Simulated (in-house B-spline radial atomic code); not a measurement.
# Ru²²⁺: ionisation energy by several methods

How far do functionals differ on the ionisation energy of Ru²²⁺? Each run solves Ru²²⁺ and then the next ion ([Ar] 3d3).

Program: in-house B-spline radial atomic code version 1. Level of theory: Dirac-Coulomb, several functionals; spherical all-electron atom at the radial basis limit. These are calculated values, not measurements, unless marked.

## Step 1: What is computed

```
element       : ruthenium (Z = 44)
charge        : +22
electrons     : 22
configuration : [Ar] 3d4
nucleus       : Fermi, rms radius 4.481 fm
```

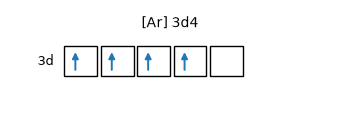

Occupation of the outer shells (arrows by Hund's rule).

The boxes only draw the filling; these runs are spin-restricted and spherical.

## Step 2: AM05, a GGA

Input settings:

```ini
Z = 44
electrons = 22.0
configuration = [Ar] 3d4
hamiltonian = dirac
method = am05
spin_polarised = False
nucleus = fermi
rms_radius = 4.4809
mass_number = 102
atomic_mass = 101.904340312
speed_of_light = 137.035999084
```

From the run's result record (rounded, not every field):

```text
{
  "status": "converged",
  "scf [iteration, energy, orbital gradient]": [
    [1, -4223.0144427, 2.46],
    [2, -4249.20019866, 0.595],
    [3, -4250.60235551, 0.226],
    [4, -4250.81343754, 0.0855],
    [5, -4250.84719112, 0.0205],
    [6, -4250.84934996, 0.000208],
    [7, -4250.8493501, 1.57e-06],
    [8, -4250.8493501, 2.76e-08]
  ],
  "energy [hartree]": {"total": -4250.8493501, "kinetic": 4433.95914556, "nuclear": -9596.28757935, "coulomb": 1012.94105668, "xc": -101.461972999},
  "breit [hartree]": {"gaunt": 3.053173, "retardation": -0.2998558, "frequency_dependence": -0.02132024},
  "qed [hartree]": {"self_energy": 2.127103, "uehling": -0.2515307, "wichmann_kroll": 0.00412682},
  "recoil [hartree]": 0.01662348,
  "total_with_corrections [hartree]": -4246.22102989,
  "orbitals [hartree, bohr; first row names the columns]": [
    ["name", "occ", "eps", "<r>", "<r^2>", "<1/r>", "r_max", "density_at_nucleus", "small_component", "breit_shift", "self_energy", "hyperfine_A/g_I (MHz)"],
    ["1s1/2", 2.0, -835.70813, 0.033465, 0.0015122, 45.833, 0.021734, 46734.0, 0.025798, 1.6529, 0.90931, 24601000.0],
    ["2s1/2", 2.0, -146.25418, 0.14474, 0.024725, 10.534, 0.12292, 5267.6, 0.0053844, 0.18307, 0.10926, 2710000.0],
    ["2p1/2", 2.0, -137.67815, 0.12307, 0.018566, 10.503, 0.095353, 94.935, 0.0053832, 0.28209, -0.00062447, 844360.0],
    ["2p3/2", 4.0, -132.83979, 0.12776, 0.019876, 9.9537, 0.099319, "-", 0.0051956, 0.20723, 0.0084152, 140110.0],
    ["3s1/2", 2.0, -46.818358, 0.37704, 0.16202, 3.9117, 0.34853, 1118.5, 0.0017049, 0.037333, 0.023973, 573590.0],
    ["3p1/2", 2.0, -43.596998, 0.36495, 0.154, 3.8395, 0.33286, 22.124, 0.0016616, 0.055956, 0.00031423, 172990.0],
    ["3p3/2", 4.0, -42.612068, 0.37329, 0.1609, 3.7066, 0.34109, "-", 0.0016157, 0.0405, 0.0021093, 28823.0],
    ["3d3/2", 1.6, -37.27453, 0.33549, 0.13158, 3.5742, 0.27619, "-", 0.0015135, 0.028223, -0.00021947, 13701.0],
    ["3d5/2", 2.4, -37.063953, 0.33802, 0.13342, 3.5401, 0.27844, "-", 0.0015003, 0.019977, 0.00037241, 5713.1]
  ],
  "sum_r [bohr^k]": {"-1": 218.0991, "1": 5.43877, "2": 1.975487},
  "density_at_nucleus [bohr^-3]": 106475.3,
  "ionisation_energy [hartree]": 38.3676753,
  "ionisation_energy_with_corrections [hartree]": 38.358373
}
```

Wall time 0.58 s (1 thread, shared host).

The run also solves the next ion with the same method; the record keeps the difference, ionisation_energy.

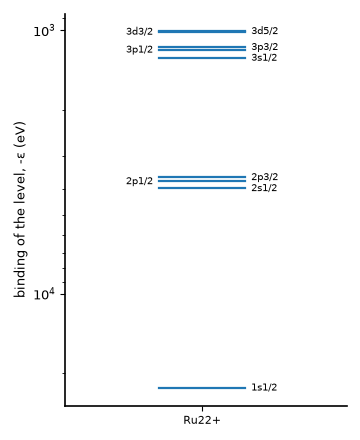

Orbital energies of this run on a logarithmic scale.

## Step 3: OLYP, a GGA

Changes to the settings of step 2:

```diff
@@ -4,3 +4,3 @@
 hamiltonian = dirac
-method = am05
+method = optx,lyp
 spin_polarised = False
```

Result record:

```text
{
  "status": "converged",
  "iterations": 8,
  "energy [hartree]": {"total": -4256.3342303, "kinetic": 4440.54486609, "nuclear": -9603.73514219, "coulomb": 1013.89998625, "xc": -107.043940452},
  "breit [hartree]": {"gaunt": 3.058905, "retardation": -0.300309, "frequency_dependence": -0.02137227},
  "qed [hartree]": {"self_energy": 2.131042, "uehling": -0.2520124, "wichmann_kroll": 0.004134343},
  "recoil [hartree]": 0.01664669,
  "total_with_corrections [hartree]": -4251.69719533,
  "orbitals [hartree, bohr; first row names the columns]": [
    ["name", "occ", "eps", "<r>"],
    ["1s1/2", 2.0, -836.689, 0.033442],
    ["2s1/2", 2.0, -146.53092, 0.14458],
    ["2p1/2", 2.0, -137.92009, 0.12297],
    ["2p3/2", 4.0, -133.07224, 0.12765],
    ["3s1/2", 2.0, -46.948833, 0.37641],
    ["3p1/2", 2.0, -43.705408, 0.36451],
    ["3p3/2", 4.0, -42.719564, 0.37281],
    ["3d3/2", 1.6, -37.36203, 0.33522],
    ["3d5/2", 2.4, -37.150928, 0.33775]
  ],
  "sum_r [bohr^k]": {"-1": 218.2683, "1": 5.43261, "2": 1.970717},
  "ionisation_energy [hartree]": 38.4539685,
  "ionisation_energy_with_corrections [hartree]": 38.444631
}
```

Run time: 0.57 s. Hardware: 1 thread, shared host.

## Step 4: The ladder

| method | rung | total energy (hartree) | ΔSCF (eV) | with Breit, QED, recoil (eV) | −ε highest (eV) | corrected ΔSCF less tabulated (eV) |
| --- | --- | --- | --- | --- | --- | --- |
| AM05 | GGA | -4250.8494 | 1044.04 | 1043.78 | 1008.56 (3d5/2) | -4.22 |
| OLYP | GGA | -4256.3342 | 1046.39 | 1046.13 | 1010.93 (3d5/2) | -1.87 |

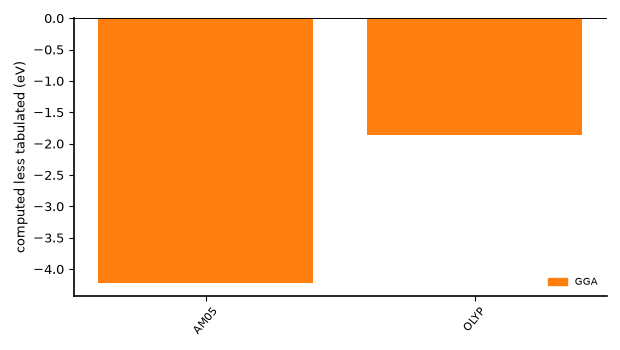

Error of each method against the tabulated value; one colour a rung.

What this shows: Tables give 1048 ± 4 eV (tabulated theoretical; NIST Atomic Spectra Database) for the ionisation energy. OLYP misses by -1.87 eV, the least, and AM05 by -4.22 eV (0.40 %), the most. The table's own uncertainty exceeds the spread between the methods, so their order is not settled. Open shells are averaged (over orientations, and over spins where the run is restricted), while tables refer to the lowest levels. For the semilocal functionals minus the highest level recovers only 97 % of their own ΔSCF value, a mark of self-interaction.

Members of this set that are not shown: 2 used exact exchange with fractional occupations of an open shell, which is unsound here.

What each method cost (CPU seconds, one thread, shared host; runs marked * also made radial tables):

| method | CPU time | miss (eV) |
| --- | --- | --- |
| OLYP | 0.57 s | -1.87 |
| AM05 | 0.58 s | -4.22 |
